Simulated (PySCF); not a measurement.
# C4H3F3O3S: excited states, first hyperpolarisability

Aim: compute the excited states, first hyperpolarisability of C4H3F3O3S (`O=S(=O)(C=C=CO)C(F)(F)F`).

Computed with PySCF 2.14.0 and routines of our own; the level stands in each step. Atoms count from 0.

## Step 1: The system as given

14 atoms, charge 0, multiplicity 1; geometry from: GFN2-xTB.

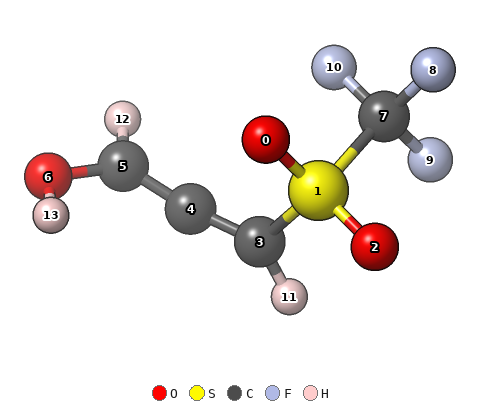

The starting geometry (oxygen red, sulfur yellow, carbon dark grey, fluorine light blue, hydrogen pink).

## Step 2: Geometry optimisation at PBE0-D3(BJ)/def2-SVP

The job: settings as JSON, then the geometry in Å.

```
{"job": {"xc": "PBE0", "basis": "def2-SVP", "d3": "d3bj", "grid": 2, "kind": "geom"}, "charge": 0, "multiplicity": 1}
O      0.077875     1.504102    -1.215270
S     -0.783017     0.365816    -1.169304
O     -1.511443    -0.019934    -2.334607
C      0.063497    -1.051906    -0.441282
C      1.063641    -0.832981     0.342491
C      2.040441    -0.397847     1.096085
O      3.318666    -0.207640     0.741189
C     -2.075177     0.735729     0.178024
F     -2.831724     1.777545    -0.122319
F     -2.853442    -0.332759     0.352577
F     -1.446917     0.972772     1.331383
H     -0.370528    -1.993905    -0.720033
H      1.875619    -0.228527     2.153651
H      3.431830    -0.290940    -0.214752
```

On the command line:

```console
> OMP_NUM_THREADS=1 python excited_run.py task.json out
```

The driver reads the jobs from task.json and runs them one after another.

Standard output:

```text
step   0  E = -1076.00294058  max force = 0.025425
step   1  E = -1076.00687309  max force = 0.005912
step   2  E = -1076.00760548  max force = 0.003044
step   3  E = -1076.00769405  max force = 0.003666
step   4  E = -1076.00781648  max force = 0.001423
step   5  E = -1076.00784066  max force = 0.001456
step   6  E = -1076.00786128  max force = 0.000680
step   7  E = -1076.00787694  max force = 0.000397
step   8  E = -1076.00790105  max force = 0.000738
step   9  E = -1076.00791884  max force = 0.000923
step  10  E = -1076.00792986  max force = 0.000638
step  11  E = -1076.00794544  max force = 0.000630
step  12  E = -1076.00795668  max force = 0.000652
step  13  E = -1076.00796593  max force = 0.000512
step  14  E = -1076.00797077  max force = 0.000318
optimisation converged
```

It took 6.6 min on 1 thread of Arm Neoverse N1, shared host; peak memory 0.81 GiB.

Along the way:

```csv
step,energy from step 0 (eV),largest force component (eV/Å)
0,0.0000,1.3074
1,-0.1070,0.3040
2,-0.1269,0.1565
3,-0.1293,0.1885
4,-0.1327,0.0732
5,-0.1333,0.0749
6,-0.1339,0.0350
7,-0.1343,0.0204
8,-0.1350,0.0379
9,-0.1355,0.0475
10,-0.1358,0.0328
11,-0.1362,0.0324
12,-0.1365,0.0335
13,-0.1367,0.0263
14,-0.1369,0.0164
```

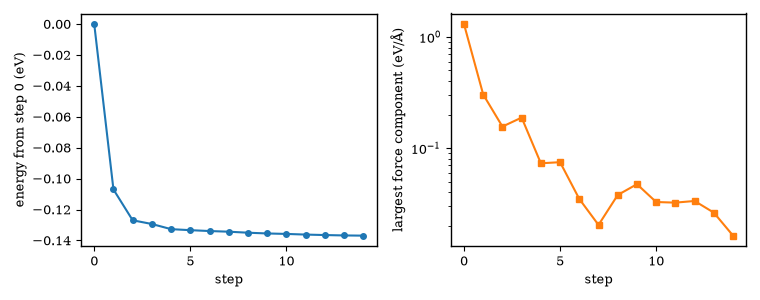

Energy and largest force along the relaxation.

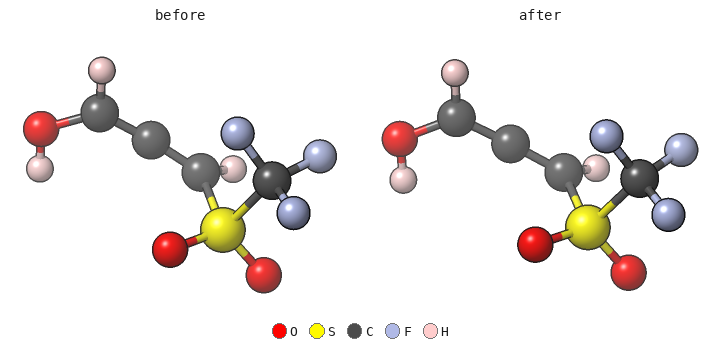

The geometry before (left) and after (right).

Close pairs (by a distance rule), those that changed most:

```csv
bond,before (Å),after (Å),change (Å)
S1–C7,1.903,1.867,-0.036
S1–O2,1.427,1.454,+0.026
O0–S1,1.428,1.452,+0.024
C3–H11,1.074,1.096,+0.022
C3–C4,1.289,1.306,+0.016
S1–C3,1.805,1.789,-0.016
C7–F10,1.335,1.321,-0.014
C5–H12,1.084,1.096,+0.012
```

The end geometry stands in the next job.

```csv
at the end point,value
point group (found at 0.08 Å tolerance),C1
"rotational constants (GHz, main isotopes)","1.730, 0.605, 0.554"
dipole moment (D),3.74
```

## Step 3: Excited states: TDA CAM-B3LYP/aug-cc-pVDZ

The job: settings as JSON, then the geometry in Å.

```
{"job": {"kind": "states", "xc": "CAM-B3LYP", "basis": "aug-cc-pVDZ", "tda": true, "soc": true, "nstates": 6, "ntriplets": 5, "nquad": 4}, "charge": 0, "multiplicity": 1}
O     -0.008467     1.603552    -1.026127
S     -0.843705     0.416067    -1.058848
O     -1.551329    -0.027005    -2.248795
C      0.046669    -0.981963    -0.386524
C      1.128334    -0.760426     0.310771
C      2.198649    -0.420445     0.999131
O      3.434788    -0.212689     0.532037
C     -2.161182     0.679837     0.237292
F     -3.025767     1.565994    -0.209836
F     -2.780194    -0.467782     0.471459
F     -1.616089     1.113352     1.359737
H     -0.383595    -1.953949    -0.653582
H      2.126456    -0.295105     2.085280
H      3.433740    -0.261407    -0.432808
```

With the program's defaults for keys left out, this is: TDA CAM-B3LYP/aug-cc-pVDZ excited states, vertical, gas phase, spin-orbit mean-field couplings.

Standard output:

```text
coarse grid: 14344 points
cycle   1  E = -1076.8611646196  dE =  3.018e+00  |g| = 1.570e+00  |ddm| = 1.028e+01
cycle   2  E = -1075.9718659830  dE =  8.893e-01  |g| = 2.762e+00  |ddm| = 7.908e+00
cycle   3  E = -1077.3335084327  dE = -1.362e+00  |g| = 1.930e-01  |ddm| = 5.445e+00
cycle   4  E = -1077.3378885351  dE = -4.380e-03  |g| = 1.326e-01  |ddm| = 6.667e-01
cycle   5  E = -1077.3413887739  dE = -3.500e-03  |g| = 1.735e-02  |ddm| = 2.557e-01
cycle   6  E = -1077.3414494252  dE = -6.065e-05  |g| = 8.301e-03  |ddm| = 5.493e-02
cycle   7  E = -1077.3414627439  dE = -1.332e-05  |g| = 3.152e-03  |ddm| = 1.778e-02
cycle   8  E = -1077.3414648875  dE = -2.144e-06  |g| = 9.150e-04  |ddm| = 7.033e-03
final grid: 141136 points
cycle   9  E = -1077.3484587484  dE = -2.901e-05  |g| = 3.851e-03  |ddm| = 1.236e-01
cycle  10  E = -1077.3484584779  dE =  2.705e-07  |g| = 4.407e-03  |ddm| = 1.635e-02
cycle  11  E = -1077.3484616524  dE = -3.174e-06  |g| = 5.096e-04  |ddm| = 6.347e-03
cycle  12  E = -1077.3484616954  dE = -4.306e-08  |g| = 2.943e-04  |ddm| = 1.642e-03
cycle  13  E = -1077.3484617128  dE = -1.733e-08  |g| = 1.080e-04  |ddm| = 6.474e-04
cycle  14  E = -1077.3484617155  dE = -2.740e-09  |g| = 2.211e-05  |ddm| = 2.742e-04
cycle  15  E = -1077.3484617158  dE = -2.854e-10  |g| = 1.297e-05  |ddm| = 8.715e-05
converged SCF energy = -1077.3484617158

Singlet excitations
state   eV       nm        f     d(h-e)  d(exc)  Lambda  PR(NTO)  |dmu|/D   mu/D   main configurations
  1   4.0602   305.4   0.00006   0.741   2.694   0.544   1.010    1.829    5.460   H->L 0.94
  2   6.2803   197.4   0.00018   1.272   3.560   0.374   1.308    5.935    5.740   H->L+1 0.70, H-1->L 0.10
  3   6.4038   193.6   0.00435   1.395   3.243   0.510   1.372    4.778    2.122   H-1->L 0.69
  4   6.7224   184.4   0.18257   0.232   3.060   0.702   1.690    0.716    3.274   H->L+2 0.63, H-2->L 0.21
  5   6.8082   182.1   0.01277   1.855   3.262   0.460   1.161                     H-3->L 0.74, H-2->L 0.08
  6   6.9211   179.1   0.02285   1.512   4.074   0.255   1.093                     H->L+3 0.75

Triplet excitations (Tamm-Dancoff)
state   eV     d(h-e)  d(exc)  Lambda  PR(NTO)   main configurations
  1   3.6281   0.763   2.639   0.544   1.010   H->L 0.91
  2   4.1214   0.104   2.371   0.716   1.225   H->L+2 0.76
  3   4.4379   0.217   2.242   0.656   1.221   H-2->L 0.57, H-1->L 0.14, H->L+2 0.09
  4   6.0549   1.294   3.054   0.507   1.282   H-1->L 0.61, H->L+1 0.10, H-2->L 0.09
  5   6.1804   1.349   3.557   0.366   1.274   H->L+1 0.65
S1 - T1 = 0.4322 eV

Spin-orbit couplings |<S|Hso|T>| (cm-1)
             T1       T2       T3       T4       T5
S0       12.365    2.299    1.143   11.966   13.632
S1        0.352    5.087    2.571    7.663    3.502
S2        5.150    4.034    1.953    0.835    1.032
S3        7.607    1.073    7.621    3.183    1.938
S4        7.887    2.142    2.115    5.937    5.366
S5        6.560    3.413    8.243   26.972    8.723
S6        2.062    3.442    1.442    3.788    1.448
T1 sublevels (cm-1): 0.000 0.003 0.006   radiative rates (1/s): 4.35 0.793 19.5
```

It took 2.7 min on 1 thread of Arm Neoverse N1, shared host; peak memory 1.2 GiB.

In short:

```csv
quantity,value
S1 less T1,0.43 eV
```

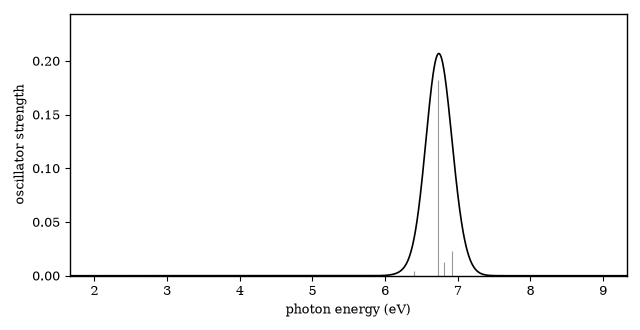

Absorption lines of the singlets. Lines are broadened to a width of 0.40 eV (Gaussian).

## Step 4: Excited states: TDDFT CAM-B3LYP/aug-cc-pVDZ

Settings changed since step 3:

```diff
@@ -1,2 +1,2 @@
-{"job": {"kind": "states", "xc": "CAM-B3LYP", "basis": "aug-cc-pVDZ", "tda": true, "soc": true, "nstates": 6, "ntriplets": 5, "nquad": 4}, "charge": 0, "multiplicity": 1}
+{"job": {"kind": "states", "xc": "CAM-B3LYP", "basis": "aug-cc-pVDZ", "tpa": true, "nstates": 8, "nquad": 6, "ntriplets": 0}, "charge": 0, "multiplicity": 1}
 O     -0.008467     1.603552    -1.026127
```

Method: TDDFT CAM-B3LYP/aug-cc-pVDZ excited states, vertical, gas phase, two-photon moments by quadratic response.

Standard output:

```text
coarse grid: 14344 points
cycle   1  E = -1076.8611646196  dE =  3.018e+00  |g| = 1.570e+00  |ddm| = 1.028e+01
cycle   2  E = -1075.9718659830  dE =  8.893e-01  |g| = 2.762e+00  |ddm| = 7.908e+00
cycle   3  E = -1077.3335084327  dE = -1.362e+00  |g| = 1.930e-01  |ddm| = 5.445e+00
cycle   4  E = -1077.3378885351  dE = -4.380e-03  |g| = 1.326e-01  |ddm| = 6.667e-01
cycle   5  E = -1077.3413887739  dE = -3.500e-03  |g| = 1.735e-02  |ddm| = 2.557e-01
cycle   6  E = -1077.3414494252  dE = -6.065e-05  |g| = 8.301e-03  |ddm| = 5.493e-02
cycle   7  E = -1077.3414627439  dE = -1.332e-05  |g| = 3.152e-03  |ddm| = 1.778e-02
cycle   8  E = -1077.3414648875  dE = -2.144e-06  |g| = 9.150e-04  |ddm| = 7.033e-03
final grid: 141136 points
cycle   9  E = -1077.3484587484  dE = -2.901e-05  |g| = 3.851e-03  |ddm| = 1.236e-01
cycle  10  E = -1077.3484584779  dE =  2.705e-07  |g| = 4.407e-03  |ddm| = 1.635e-02
cycle  11  E = -1077.3484616524  dE = -3.174e-06  |g| = 5.096e-04  |ddm| = 6.347e-03
cycle  12  E = -1077.3484616954  dE = -4.306e-08  |g| = 2.943e-04  |ddm| = 1.642e-03
cycle  13  E = -1077.3484617128  dE = -1.733e-08  |g| = 1.080e-04  |ddm| = 6.474e-04
cycle  14  E = -1077.3484617155  dE = -2.740e-09  |g| = 2.211e-05  |ddm| = 2.742e-04
cycle  15  E = -1077.3484617158  dE = -2.854e-10  |g| = 1.297e-05  |ddm| = 8.715e-05
converged SCF energy = -1077.3484617158

Singlet excitations
state   eV       nm        f     d(h-e)  d(exc)  Lambda  PR(NTO)  |dmu|/D   mu/D   delta(TPA)   sigma/GM   main configurations
  1   4.0294   307.7   0.00004   0.735   2.695   0.544   1.017    1.841    5.471        0.86      0.005   H->L 0.94
  2   6.2714   197.7   0.00040   1.249   3.542   0.379   1.376    5.809    5.567        6.37      0.092   H->L+1 0.67, H-1->L 0.13
  3   6.3517   195.2   0.03736   0.904   3.127   0.582   1.927    3.042    1.669        1.82      0.027   H-1->L 0.54, H->L+2 0.31
  4   6.4744   191.5   0.14187   0.558   3.138   0.625   2.057    1.906    2.496       16.20      0.249   H->L+2 0.45, H-2->L 0.17, H-1->L 0.14
  5   6.7872   182.7   0.00903   1.938   3.256   0.476   1.060    5.786    2.083        0.67      0.011   H-3->L 0.70, H-2->L 0.16
  6   6.9133   179.3   0.01324   1.494   4.069   0.242   1.095    7.163    4.642       41.85      0.733   H->L+3 0.78
  7   6.9576   178.2   0.00395   0.862   2.701   0.462   1.091                                            H-2->L+2 0.63, H-1->L+2 0.18
  8   7.1191   174.2   0.77095   0.509   2.880   0.623   1.570                                            H-2->L 0.56, H-3->L 0.13, H->L+2 0.12
```

Wall time 3.5 min (1 thread of Arm Neoverse N1, shared host); peak memory 1.2 GiB.

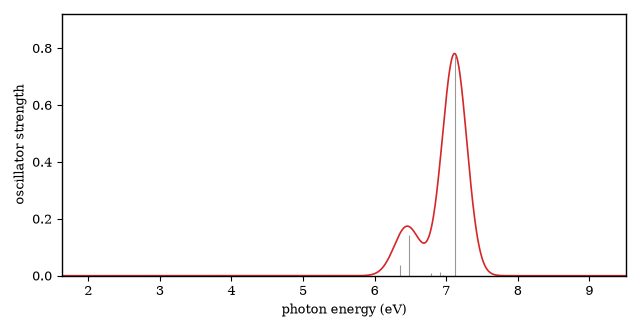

Absorption lines of the singlets. Lines are broadened to a width of 0.40 eV (Gaussian).

## Step 5: First hyperpolarisability: quadratic response CAM-B3LYP/aug-cc-pVDZ

Settings changed since step 4:

```diff
@@ -1,2 +1,2 @@
-{"job": {"kind": "states", "xc": "CAM-B3LYP", "basis": "aug-cc-pVDZ", "tpa": true, "nstates": 8, "nquad": 6, "ntriplets": 0}, "charge": 0, "multiplicity": 1}
+{"job": {"kind": "beta", "xc": "CAM-B3LYP", "basis": "aug-cc-pVDZ"}, "charge": 0, "multiplicity": 1}
 O     -0.008467     1.603552    -1.026127
```

Method: quadratic response CAM-B3LYP/aug-cc-pVDZ first hyperpolarisability, Taylor convention, gas phase.

Standard output:

```text
coarse grid: 14344 points
cycle   1  E = -1076.8611646196  dE =  3.018e+00  |g| = 1.570e+00  |ddm| = 1.028e+01
cycle   2  E = -1075.9718659830  dE =  8.893e-01  |g| = 2.762e+00  |ddm| = 7.908e+00
cycle   3  E = -1077.3335084327  dE = -1.362e+00  |g| = 1.930e-01  |ddm| = 5.445e+00
cycle   4  E = -1077.3378885351  dE = -4.380e-03  |g| = 1.326e-01  |ddm| = 6.667e-01
cycle   5  E = -1077.3413887739  dE = -3.500e-03  |g| = 1.735e-02  |ddm| = 2.557e-01
cycle   6  E = -1077.3414494252  dE = -6.065e-05  |g| = 8.301e-03  |ddm| = 5.493e-02
cycle   7  E = -1077.3414627439  dE = -1.332e-05  |g| = 3.152e-03  |ddm| = 1.778e-02
cycle   8  E = -1077.3414648875  dE = -2.144e-06  |g| = 9.150e-04  |ddm| = 7.033e-03
final grid: 141136 points
cycle   9  E = -1077.3484587484  dE = -2.901e-05  |g| = 3.851e-03  |ddm| = 1.236e-01
cycle  10  E = -1077.3484584779  dE =  2.705e-07  |g| = 4.407e-03  |ddm| = 1.635e-02
cycle  11  E = -1077.3484616524  dE = -3.174e-06  |g| = 5.096e-04  |ddm| = 6.347e-03
cycle  12  E = -1077.3484616954  dE = -4.306e-08  |g| = 2.943e-04  |ddm| = 1.642e-03
cycle  13  E = -1077.3484617128  dE = -1.733e-08  |g| = 1.080e-04  |ddm| = 6.474e-04
cycle  14  E = -1077.3484617155  dE = -2.740e-09  |g| = 2.211e-05  |ddm| = 2.742e-04
cycle  15  E = -1077.3484617158  dE = -2.854e-10  |g| = 1.297e-05  |ddm| = 8.715e-05
converged SCF energy = -1077.3484617158

Lowest singlets (eV, f): 4.0294 0.0000  6.2714 0.0004  6.3517 0.0374

First hyperpolarisability (au)
process     nm      |vector|   parallel      HRS      DR
static         -      132.10     -67.35      53.37   5.454
shg       1907.0      136.58      -69.8      55.27   5.407
eope      1907.0      133.56     -68.15          -       -
shg       1064.0      147.59     -75.86      59.97   5.297
eope      1064.0      136.91     -69.98          -       -
```

Wall time 2.6 min (1 thread of Arm Neoverse N1, shared host); peak memory 1.2 GiB.

## Step 6: Excited states: TDA CAM-B3LYP/aug-cc-pVDZ in dimethylsulfoxide

Settings changed since step 5:

```diff
@@ -1,2 +1,2 @@
-{"job": {"kind": "beta", "xc": "CAM-B3LYP", "basis": "aug-cc-pVDZ"}, "charge": 0, "multiplicity": 1}
+{"job": {"kind": "states", "xc": "CAM-B3LYP", "basis": "aug-cc-pVDZ", "tda": true, "soc": true, "nstates": 6, "ntriplets": 5, "nquad": 4, "solvent": "dimethylsulfoxide"}, "charge": 0, "multiplicity": 1}
 O     -0.008467     1.603552    -1.026127
```

With the program's defaults for keys left out, this is: TDA CAM-B3LYP/aug-cc-pVDZ excited states, vertical, IEF-PCM dimethylsulfoxide (non-equilibrium response), spin-orbit mean-field couplings.

Standard output:

```text
coarse grid: 14344 points
cycle   1  E = -1076.8993943465  dE =  2.980e+00  |g| = 1.541e+00  |ddm| = 1.028e+01
cycle   2  E = -1076.2252031993  dE =  6.742e-01  |g| = 2.524e+00  |ddm| = 7.740e+00
cycle   3  E = -1077.3544104924  dE = -1.129e+00  |g| = 1.412e-01  |ddm| = 5.114e+00
cycle   4  E = -1077.3564675467  dE = -2.057e-03  |g| = 1.062e-01  |ddm| = 5.272e-01
cycle   5  E = -1077.3586863373  dE = -2.219e-03  |g| = 1.102e-02  |ddm| = 2.114e-01
cycle   6  E = -1077.3587148661  dE = -2.853e-05  |g| = 4.051e-03  |ddm| = 3.464e-02
cycle   7  E = -1077.3587188168  dE = -3.951e-06  |g| = 1.691e-03  |ddm| = 1.291e-02
final grid: 141136 points
cycle   8  E = -1077.3656684370  dE = -2.910e-05  |g| = 3.896e-03  |ddm| = 1.242e-01
cycle   9  E = -1077.3656681193  dE =  3.177e-07  |g| = 4.375e-03  |ddm| = 1.830e-02
cycle  10  E = -1077.3656716468  dE = -3.528e-06  |g| = 5.480e-04  |ddm| = 8.059e-03
cycle  11  E = -1077.3656716982  dE = -5.137e-08  |g| = 2.507e-04  |ddm| = 1.473e-03
cycle  12  E = -1077.3656717111  dE = -1.294e-08  |g| = 9.289e-05  |ddm| = 6.011e-04
cycle  13  E = -1077.3656717133  dE = -2.193e-09  |g| = 2.165e-05  |ddm| = 2.487e-04
cycle  14  E = -1077.3656717136  dE = -2.976e-10  |g| = 1.237e-05  |ddm| = 9.544e-05
converged SCF energy = -1077.3656717136

Singlet excitations
state   eV       nm        f     d(h-e)  d(exc)  Lambda  PR(NTO)  |dmu|/D   mu/D   main configurations
  1   4.0623   305.2   0.00005   0.825   2.686   0.542   1.009    2.533    7.239   H->L 0.95
  2   6.3971   193.8   0.00636   0.700   3.799   0.302   1.077    3.797    5.073   H->L+1 0.76
  3   6.6309   187.0   0.33570   0.238   2.959   0.701   1.547    0.620    5.340   H->L+2 0.69, H-1->L 0.10
  4   6.7904   182.6   0.16079   1.126   3.133   0.490   1.475    4.182    2.000   H-2->L 0.67, H->L+2 0.10
  5   6.9661   178.0   0.00550   0.809   2.666   0.484   1.035                     H-1->L+2 0.92
  6   7.0823   175.1   0.06040   0.967   4.216   0.224   1.066                     H->L+3 0.73

Triplet excitations (Tamm-Dancoff)
state   eV     d(h-e)  d(exc)  Lambda  PR(NTO)   main configurations
  1   3.6183   0.826   2.630   0.542   1.009   H->L 0.92
  2   4.1413   0.113   2.372   0.727   1.217   H->L+2 0.78, H-1->L 0.08
  3   4.4507   0.223   2.244   0.745   1.215   H-1->L 0.81, H->L+2 0.09
  4   6.2945   0.673   3.580   0.309   1.446   H->L+1 0.64, H-2->L 0.15
  5   6.4415   1.079   3.165   0.427   1.702   H-2->L 0.62, H->L+1 0.12
S1 - T1 = 0.4440 eV

Spin-orbit couplings |<S|Hso|T>| (cm-1)
             T1       T2       T3       T4       T5
S0       12.685    2.667    1.150   18.688    6.680
S1        0.439    5.828    2.517    4.612    5.764
S2        2.737    3.739    1.327    1.059    1.116
S3       10.704    1.325    2.806    7.291    7.669
S4        5.489    1.176    6.663    0.903    1.735
S5        0.669    4.004    6.392    1.096    1.591
S6        2.131    4.693    1.298    1.467    1.286
T1 sublevels (cm-1): 0.000 0.005 0.008   radiative rates (1/s): 9.68 11.6 20.5
```

Run time: 2.8 min. Hardware: 1 thread of Arm Neoverse N1, shared host; peak memory 1.3 GiB.

In short:

```csv
quantity,value
S1 less T1,0.44 eV
```

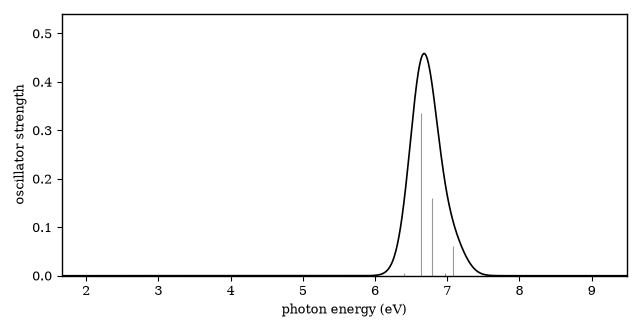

Absorption lines of the singlets. Lines are broadened to a width of 0.40 eV (Gaussian).

## Step 7: What came out

| quantity | value |
| --- | --- |
| point group | C1 |
| rotational constants (main isotopes) | 1.73, 0.61, 0.55 GHz |
| S1 less T1 (step 3, TDA CAM-B3LYP/aug-cc-pVDZ) | 0.43 eV |
| β vector (step 5, quadratic response CAM-B3LYP/aug-cc-pVDZ) | static 132, SHG 1907.0 nm 137, SHG 1064.0 nm 148 au |
| S1 less T1 (step 6, TDA CAM-B3LYP/aug-cc-pVDZ in dimethylsulfoxide) | 0.44 eV |

What this shows: Over 14 steps the energy fell by 0.137 eV; of the close pairs, S1–C7 changed most, 1.903 to 1.867 Å. In step 3, the number of triplets below S1 is 1, and the largest singlet-triplet spin-orbit coupling is S5–T4, 26.97 cm⁻¹. β grows from 132 au (static) to 148 au for doubling at 1064.0 nm: normal dispersion, which grows as twice the photon energy moves toward the bright states. In step 6, the number of triplets below S1 is 1, and the largest singlet-triplet spin-orbit coupling is S0–T4, 18.69 cm⁻¹.
